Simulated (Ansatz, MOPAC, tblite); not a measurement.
Breaking a bond: Au(Me)(CNMe), SMILES C[N+]#[C-]->[Au][CH3] (C3H6AuN). The Au1–C8 bond (Au1 also carries C; C8 carries H, H, H) is stretched with both fragments frozen at the PBE0/def2-SVP, def2 effective core potentials past Kr optimised geometry.

```
11

Au     0.0000     0.0000     0.0000
C      0.0077     0.0042    -4.5624
N      0.0043     0.0020    -3.1562
C      0.0017     0.0012    -1.9900
H      0.8847    -0.5437    -4.9364
H      0.0457     1.0377    -4.9360
H     -0.9043    -0.4797    -4.9408
C      0.0000     0.0000     2.0525
H      0.0000     1.0278     2.4529
H      0.8900    -0.5131     2.4541
H     -0.8897    -0.5133     2.4544
```

Levels of theory: PM6, restricted, heats of formation (MOPAC); GFN2-xTB, 300 K electronic temperature (tblite); UKS-PBE = unrestricted PBE/def2-SVP, def2 effective core potentials past Kr (Ansatz, a program for electronic structure); UKS-B3LYP = unrestricted B3LYP/def2-SVP, def2 effective core potentials past Kr (Ansatz).

Energies are in kcal/mol, each relative to the lowest point of its own curve near equilibrium.

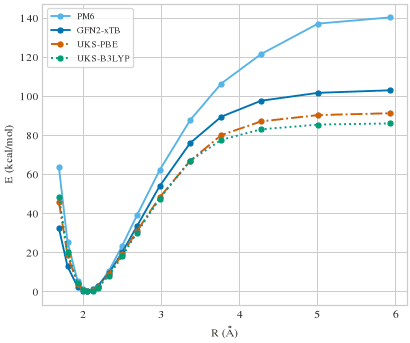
Figure. Energy against bond length for each method.

| R / Å | PM6 | GFN2-xTB | UKS-PBE | UKS-B3LYP |
|---|---|---|---|---|
| 1.69 | 63.5 | 32.3 | 45.7 | 48.5 |
| 1.80 | 25.4 | 12.8 | 18.6 | 20.3 |
| 1.93 | 5.3 | 2.3 | 3.7 | 4.4 |
| 2.00 | 1.1 | 0.3 | 0.7 | 0.9 |
| 2.05 | 0.0 | 0.0 | 0.0 | 0.0 |
| 2.13 | 0.7 | 1.1 | 0.8 | 0.4 |
| 2.19 | 2.7 | 2.9 | 2.5 | 2.0 |
| 2.33 | 10.5 | 9.4 | 8.9 | 8.1 |
| 2.50 | 23.3 | 20.0 | 19.0 | 18.0 |
| 2.69 | 39.0 | 33.4 | 31.0 | 30.0 |
| 2.98 | 62.0 | 53.9 | 48.1 | 47.5 |
| 3.37 | 87.6 | 75.9 | 66.8 | 66.9 |
| 3.77 | 106.3 | 89.4 | 80.0 | 77.5 |
| 4.28 | 121.4 | 97.5 | 87.0 | 82.9 |
| 5.01 | 137.0 | 101.6 | 90.2 | 85.3 |
| 5.93 | 140.1 | 102.9 | 91.1 | 85.9 |

At the longest distance, 5.93 Å, PM6 lies highest above its minimum (140.1 kcal/mol) and UKS-B3LYP lowest (85.9 kcal/mol).

The restricted form behind PM6 keeps the bonding electrons paired and can't separate into open-shell fragments. The unrestricted solution behind UKS-PBE changes between 3.77 and 4.28 Å, which can leave a kink. The unrestricted determinant behind UKS-PBE is spin-contaminated at 3.77 to 5.93 Å (<S²> up to 1.0, against 0.00 for a pure singlet). The unrestricted determinant behind UKS-B3LYP is spin-contaminated at 3.37 to 5.93 Å (<S²> up to 1.0, against 0.00 for a pure singlet).
